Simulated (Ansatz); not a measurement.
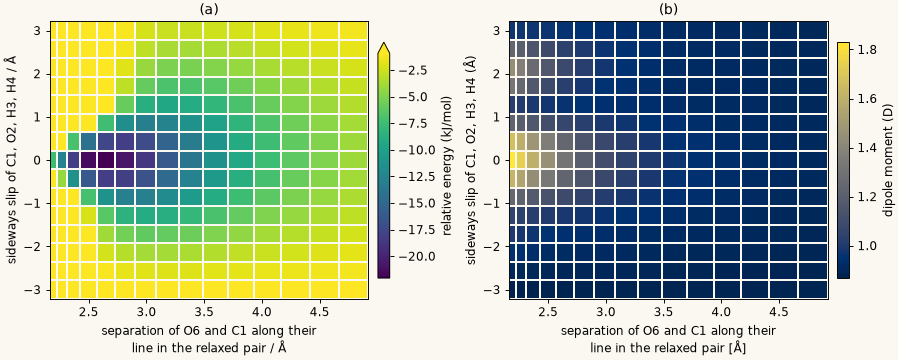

The pair CH₂O···CH₂O. 
- The first coordinate is: separation of O6 and C1 along their line in the relaxed pair; the second: sideways slip of C1, O2, H3, H4.
- Nothing is relaxed (both partners rigid).
- The scan uses a 15 × 15 grid.
- Points are written as (first, second).
- Energies: kJ/mol, counted from the two partners far apart, frozen as in the relaxed pair, each in its own basis (no counterpoise correction).
- All numbers below come from RKS PBE0-D4/def2-SVPD (Ansatz).

Panel (a) is the energy and panel (b) the computed dipole moment on the same grid.

Drawn: one coloured cell a grid point, one colour for all values above the top of the scale.

> How does the dipole moment vary over the map, and what is it at the lowest grid point?

Leaving out the highest fifth of the energies, it runs from 0.87 D at (2.363 Å, −3.00 Å) to 1.83 D at (2.193 Å, 0.00 Å). At the lowest grid point, (2.643 Å, 0.00 Å), it is 1.31 D.

```csv
"second ↓, first →",2.193,2.257,2.363,2.494,2.643,2.808,2.987,3.178,3.380,3.593,3.816,4.048,4.288,4.537,4.793
3.00,0.97,0.97,0.97,0.97,0.96,0.95,0.94,0.93,0.92,0.92,0.91,0.91,0.90,0.90,0.90
2.57,1.24,1.20,1.14,1.09,1.04,1.00,0.97,0.95,0.93,0.92,0.91,0.91,0.90,0.90,0.90
2.14,1.45,1.37,1.26,1.16,1.08,1.02,0.98,0.95,0.93,0.92,0.92,0.91,0.91,0.90,0.90
1.71,1.32,1.25,1.16,1.08,1.02,0.98,0.96,0.94,0.93,0.92,0.92,0.91,0.91,0.90,0.90
1.29,1.03,1.01,0.99,0.98,0.96,0.95,0.95,0.94,0.93,0.93,0.92,0.91,0.91,0.90,0.90
0.86,1.23,1.20,1.15,1.11,1.06,1.02,0.99,0.97,0.95,0.94,0.93,0.92,0.91,0.91,0.90
0.43,1.67,1.60,1.48,1.36,1.24,1.15,1.07,1.02,0.98,0.96,0.94,0.93,0.92,0.91,0.90
0.00,1.83,1.74,1.60,1.45,1.31,1.20,1.11,1.04,1.00,0.97,0.95,0.93,0.92,0.91,0.90
−0.43,1.62,1.55,1.44,1.33,1.23,1.14,1.08,1.02,0.99,0.96,0.94,0.93,0.92,0.91,0.90
−0.86,1.25,1.22,1.18,1.13,1.09,1.05,1.01,0.99,0.96,0.95,0.93,0.92,0.91,0.90,0.90
−1.29,1.05,1.04,1.02,1.00,0.99,0.98,0.96,0.95,0.94,0.93,0.92,0.91,0.91,0.90,0.90
−1.71,1.00,0.99,0.97,0.96,0.95,0.94,0.93,0.93,0.92,0.91,0.91,0.90,0.90,0.89,0.89
−2.14,0.95,0.94,0.93,0.92,0.92,0.91,0.91,0.91,0.90,0.90,0.90,0.89,0.89,0.89,0.89
−2.57,0.90,0.90,0.90,0.89,0.89,0.89,0.89,0.89,0.89,0.89,0.89,0.89,0.88,0.88,0.88
−3.00,0.87,0.87,0.87,0.87,0.88,0.88,0.88,0.88,0.88,0.88,0.88,0.88,0.88,0.88,0.88
```
